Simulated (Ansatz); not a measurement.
F2OTi (SMILES [O]=[Ti]([F])[F])

```xyz
4

O     0.0457    0.4709    1.5124
Ti   -0.0577   -0.0344    0.0065
F     0.8351   -1.5363   -0.3742
F    -0.8230    1.0999   -1.1448
```

Geometry: PBE0-D4/def2-TZVP.

The calculation used RKS PBE0-D4/def2-TZVPP (Ansatz 0.2.0).

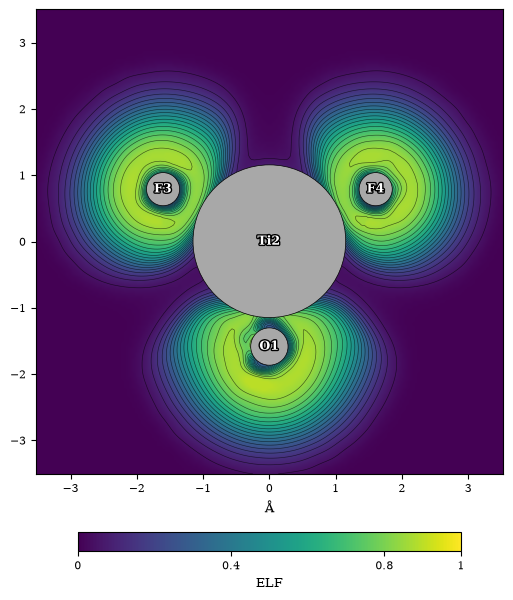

Figure 1. Electron localisation function on the molecular plane. Grey discs cover the atomic cores.

Q: Interpret the plot.

A:
- The section cuts through O, Ti and F sites.
- Ti–O (1.59 Å): the ELF peaks at about 0.80 in the valence shell of O, 0.5 Å from its nucleus, and is about 0.40 at the midpoint.
- Ti–F (1.79 Å): the ELF peaks at about 0.85 in the valence shell of F, 0.5 Å from its nucleus, and drops to about 0.20 between the two atoms.

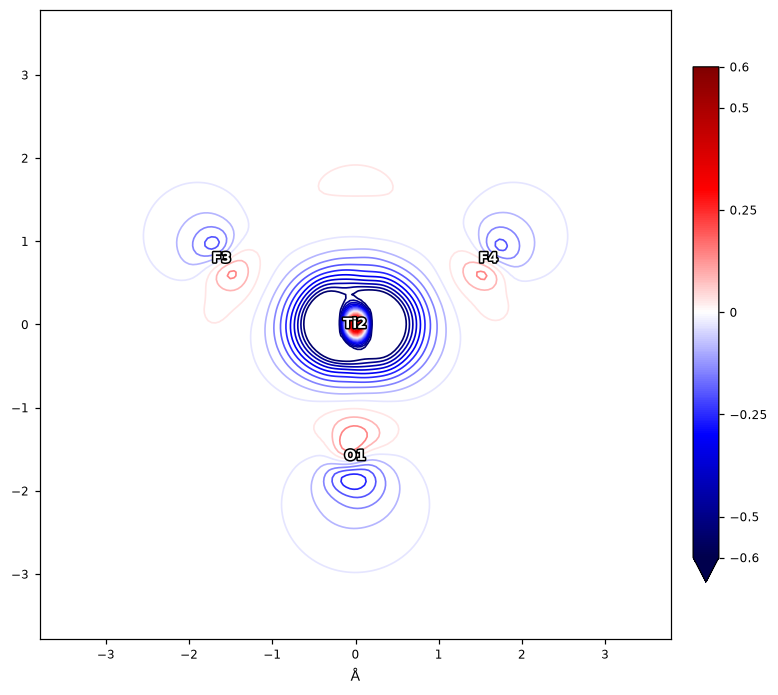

Figure 2. The LUMO on the molecular plane (values in Å⁻³ᐟ²; the overall sign is arbitrary).

Q: What is the character of this orbital?

A: It lies mainly on Ti2 (about 90 %). Its energy is −3.56 eV.
